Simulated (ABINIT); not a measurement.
# A GW chain in ABINIT: BN (Qingsongite), part 3 of 3

Aim: the G0W0 gap of BN (Qingsongite) on PBE, step by step.

ABINIT 10.8.3; PBE and many-body steps on it, plane waves. Known limits of the many-body steps: not at the basis limit.

So far. Step 4 (Empty states on the mesh, 8×8×8 mesh, 311 bands): On this mesh the gap is 4.535 eV. Step 5 (Screening, 8×8×8 mesh, 303 bands, screening to 598.7 eV): Local fields lower ε∞ by 8 %.

## 6. Self-energy, 8×8×8 mesh, 303 bands, screening to 598.7 eV

The self-energy is evaluated for the states that the input lists, and the levels follow from it, in one-shot runs by the linearised quasiparticle equation.

This step: G0W0 on PBE, plane waves, norm-conserving pseudopotentials.

The input, run.abi:

```
acell 3*1.0 Angstrom
rprim 
  -0.000000000000 1.807500000000 1.807500000000
  1.807500000000 0.000000000000 1.807500000000
  1.807500000000 1.807500000000 -0.000000000000
ntypat 2
znucl 5 7
natom 2
typat 1 2
xred 
  0.000000000000 0.000000000000 0.000000000000
  0.250000000000 0.250000000000 0.250000000000
pp_dirpath "pseudos"
pseudos "B.upf, N.upf"
ecut 36
ngkpt 8 8 8
nshiftk 1
shiftk 0 0 0
kptopt 1
chksymbreak 0
istwfk *1
occopt 1
irdwfk 1
optdriver 4
nband 303
gwcalctyp 0
ecutsigx 36
symsigma 1
nkptgw 3
kptgw 
  0.0000000000 0.0000000000 0.0000000000
  0.5000000000 0.5000000000 0.0000000000
  0.5000000000 0.0000000000 0.0000000000
bdgw 
  2 7
  3 6
  3 7
ecuteps 22
irdscr 1
ppmodel 1
indata_prefix "in"
outdata_prefix "out"
tmpdata_prefix "tmp"
```

On the command line:

```bash
$ OMP_NUM_THREADS=1 mpirun -n 4 abinit run.abi > log
```

Numbers of over 12 decimals in the logs are rounded to 6 here.

Log:

```text
.Version 10.8.3 of ABINIT. v10.8.2 released Aug 2026.

 Symmetries : space group F-4 3 m (#216); Bravais cF (face-center cubic)
[... echo of the input left out ...]
== DATASET  1 ==================================================================
-   mpi_nproc: 4, omp_nthreads: 1 (-1 if OMP is not activated)

--- !DatasetInfo
iteration_state: {dtset: 1, }
dimensions: {natom: 2, nkpt: 29, mband: 303, nsppol: 1, nspinor: 1, nspden: 1, mpw: 869, }
cutoff_energies: {ecut:  36.0, pawecutdg:  -1.0, }
electrons: {nelect:   8.00000000E+00, charge:   0.00000000E+00, occopt:   1.00000000E+00, tsmear:   1.00000000E-02, }

 SIGMA: Calculation of the GW corrections

 Based on a program developped by R.W. Godby, V. Olevano, G. Onida, and L. Reining.
 Incorporated in ABINIT by V. Olevano, G.-M. Rignanese, and M. Torrent.
.Using double precision arithmetic ; gwpc =  8

[... cell and pseudopotentials left out ...]
--------------------------------------------------------------------------------

 ==== K-mesh for the wavefunctions ====
 Number of points in the irreducible wedge :    29
[... list of points left out ...]
 Together with 24 symmetry operations and time-reversal symmetry
 yields   512 points in the full Brillouin Zone.

 ==== Q-mesh for screening function ====
 Number of points in the irreducible wedge :    29
[... list of points left out ...]
 Together with 24 symmetry operations and time-reversal symmetry
 yields   512 points in the full Brillouin Zone.

 vcoul_init : cutoff-mode = AUXILIARY_FUNCTION
 q-points for optical limit:   1
     1)      0.000010    0.000020    0.000030
 setmesh: FFT mesh size selected  =    25x   25x   25
          total number of points  =        15625

 Number of electrons calculated from density =    8.0000; Expected =    8.0000
 average of density, n =  0.100376
 r_s =    1.3348
 omega_plasma =   30.5612 [eV]

 === KS Band Gaps ===
  >>>> For spin  1
   Minimum direct gap =   8.8782 [eV], located at k-point      :   0.0000  0.0000  0.0000
   Fundamental gap    =   4.5349 [eV], Top of valence bands at :   0.0000  0.0000  0.0000
                                       Bottom of conduction at :   0.5000  0.5000  0.0000
 SIGMA fundamental parameters:
 PLASMON POLE MODEL  1
 number of plane-waves for SigmaX                  869
 number of plane-waves for SigmaC and W            411
 number of plane-waves for wavefunctions           869
 number of bands                                   303
 number of independent spin polarizations            1
 number of spinorial components                      1
 number of k-points in IBZ                          29
 number of q-points in IBZ                          29
 number of symmetry operations                      24
 number of k-points in BZ                          512
 number of q-points in BZ                          512
 number of frequencies for dSigma/dE                 9
 frequency step for dSigma/dE [eV]                0.25
 number of omega for Sigma on real axis              0
 max omega for Sigma on real axis  [eV]           0.00
 zcut for avoiding poles [eV]                     0.10

 EPSILON^-1 parameters (SCR file):
 dimension of the eps^-1 matrix on file            411
 dimension of the eps^-1 matrix used               411
 number of plane-waves for wavefunctions           869
 number of bands                                   303
 number of q-points in IBZ                          29
 number of frequencies                               2
 number of real frequencies                          1
 number of imag frequencies                          1

 matrix elements of self-energy operator (all in [eV])

 Perturbative Calculation

--- !SelfEnergy_ee
iteration_state: {dtset: 1, }
kpoint     : [   0.000,    0.000,    0.000, ]
spin       : 1
KS_gap     :    8.878
QP_gap     :   11.060
Delta_QP_KS:    2.182
data: !SigmaeeData |
     Band     E0 <VxcDFT>   SigX SigC(E0)      Z dSigC/dE  Sig(E)    E-E0       E
        2   8.220 -18.520 -22.080   2.181   0.826  -0.211 -19.659  -1.139   7.081
        3   8.220 -18.520 -22.080   2.181   0.826  -0.211 -19.659  -1.139   7.081
        4   8.220 -18.520 -22.080   2.181   0.826  -0.211 -19.659  -1.139   7.081
        5  17.099 -13.778  -7.152  -5.388   0.842  -0.187 -12.736   1.043  18.141
        6  17.099 -13.778  -7.152  -5.388   0.842  -0.187 -12.736   1.043  18.141
        7  17.099 -13.778  -7.152  -5.388   0.842  -0.187 -12.736   1.043  18.141

--- !SelfEnergy_ee
iteration_state: {dtset: 1, }
kpoint     : [   0.500,    0.500,    0.000, ]
spin       : 1
KS_gap     :    9.442
QP_gap     :   11.470
Delta_QP_KS:    2.028
data: !SigmaeeData |
     Band     E0 <VxcDFT>   SigX SigC(E0)      Z dSigC/dE  Sig(E)    E-E0       E
        3   3.313 -16.496 -21.657   3.265   0.815  -0.227 -18.042  -1.545   1.768
        4   3.313 -16.496 -21.657   3.265   0.815  -0.227 -18.042  -1.545   1.768
        5  12.755 -12.570  -7.394  -4.611   0.854  -0.172 -12.088   0.482  13.238
        6  17.562 -12.696  -6.779  -5.196   0.850  -0.176 -12.083   0.613  18.175

--- !SelfEnergy_ee
iteration_state: {dtset: 1, }
kpoint     : [   0.500,    0.000,    0.000, ]
spin       : 1
KS_gap     :   12.154
QP_gap     :   14.113
Delta_QP_KS:    1.959
data: !SigmaeeData |
     Band     E0 <VxcDFT>   SigX SigC(E0)      Z dSigC/dE  Sig(E)    E-E0       E
        3   6.277 -17.635 -21.866   2.629   0.823  -0.215 -18.953  -1.319   4.958
        4   6.277 -17.635 -21.866   2.629   0.823  -0.215 -18.953  -1.319   4.958
        5  18.431 -14.677  -8.165  -5.743   0.833  -0.201 -14.037   0.640  19.071
        6  18.999 -13.941  -6.909  -5.715   0.837  -0.194 -12.837   1.103  20.103
        7  18.999 -13.941  -6.909  -5.715   0.837  -0.194 -12.837   1.103  20.103

== END DATASET(S) ==============================================================
================================================================================

 -outvars: echo values of variables after computation  --------
           etotal      0.0000000000E+00
            nband         303
             nkpt          29
          spgroup         216
 [... the other variables as echoed above ...]

 Calculation completed.
```

The job ended after 7.3 min (4 MPI ranks of Arm Neoverse V1, shared host; peak memory 3.5 GiB; 29 min of CPU time).

This step gave:

* G0W0 gap on the points computed: 6.157 eV
* starting gap on the mesh: 4.535 eV
* k of the valence top: 0, 0, 0
* k of the conduction bottom: 0.5, 0.5, 0
* Z at the valence top: 0.826
* Z at the conduction bottom: 0.854
* least direct G0W0 gap on the computed points: 11.06 eV

The gap on the mesh goes from 4.53 eV to 6.16 eV, a correction of +1.62 eV.

Limits: finite bands, cutoff and mesh. v1 is the top filled band, c1 the lowest empty one. Levels before and after the correction, in eV, zero at the valence-band top of each column:

|  | conduction bottom | valence top |
| --- | --- | --- |
| Kohn-Sham | 4.53 | 0.00 |
| G0W0 | 6.16 | 0.00 |

|  | level | energy (eV) |
| --- | --- | --- |
| Kohn-Sham | Γ v3-v1 | 0.000 |
| Kohn-Sham | Γ c1-c3 | 8.878 |
| Kohn-Sham | (0.5 0.5 0) v2-v1 | -4.907 |
| Kohn-Sham | (0.5 0.5 0) c1 | 4.535 |
| Kohn-Sham | (0.5 0.5 0) c2 | 9.342 |
| G0W0 | Γ v3-v1 | 0.000 |
| G0W0 | Γ c1-c3 | 11.060 |
| G0W0 | (0.5 0.5 0) v2-v1 | -5.313 |
| G0W0 | (0.5 0.5 0) c1 | 6.157 |
| G0W0 | (0.5 0.5 0) c2 | 11.094 |

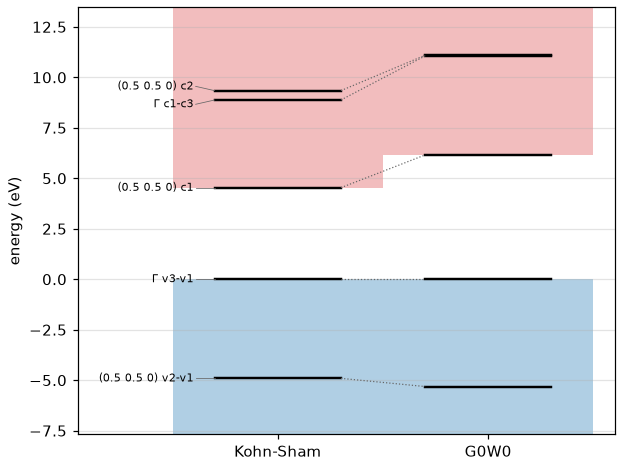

Levels before and after the correction. Shaded: valence and conduction bands.

## 7. Where the time went

Times are wall times on 4 MPI ranks of Arm Neoverse V1, shared host, good to a factor of about two.

| step | time | share | memory (GiB) |
| --- | --- | --- | --- |
| ground state | 5.1 s | 0 % | 0.25 |
| bands along the symmetry lines | 3.8 s | 0 % | 0.23 |
| empty states on the mesh | 9.7 s | 1 % | 0.34 |
| screening | 20 min | 72 % | 3.1 |
| self-energy | 7.3 min | 27 % | 3.5 |

## 8. Summary of results

| Property | Result |
| --- | --- |
| PBE gap | 4.54 eV, indirect |
| G0W0 gap on the mesh | 6.16 eV |
| GW settings | 8×8×8 mesh, 303 bands, screening to 598.7 eV, Godby-Needs plasmon pole |
| known limits | not at the basis limit |

**Reading.** G0W0 moves the gap on the mesh from 4.53 eV to 6.16 eV (+1.62 eV), with Z of 0.83 and 0.85 at the edges. Local fields lower the RPA ε∞ on this mesh from 4.66 to 4.31. Only 3 of the mesh's irreducible points were corrected, so a valley elsewhere could overtake. The dearest step here is «screening». Bands and cutoff are finite, so the gap is not at the basis limit. The miss can reach some tenths of an eV and take either sign; the mesh is an error of its own. In the G0W0 run levels were corrected at 3 k points alone, so a gap called «on the mesh» is the least over those, and an edge elsewhere would be missed.

[Paths, hosts, dates, memory and timing lines, banners, echoed tables and standing remarks are left out of the program output.]

[Logs are printed without paths, hosts, clocks, repeated set-up lines and the standing remarks that a program may print on its own settings, such as how far it seeks lower states.]

[Runs of the session that timed out or met a known fault of the program may be left out.]

[Hosts, paths, dates, database ids (printed as entryN), source tags and the programs' standing remarks are cut or masked in the printed files.]

[G0W0 gaps are taken among the corrected bands and points alone; a level outside them can change the order at an edge.]

[Where Ansatz stands beside ABINIT at settings called matched, ABINIT's density can come from a denser mesh and the files from another edition; pairs whose starting gaps differed by over 0.03 eV were left out, so agreement reads better than it is.]
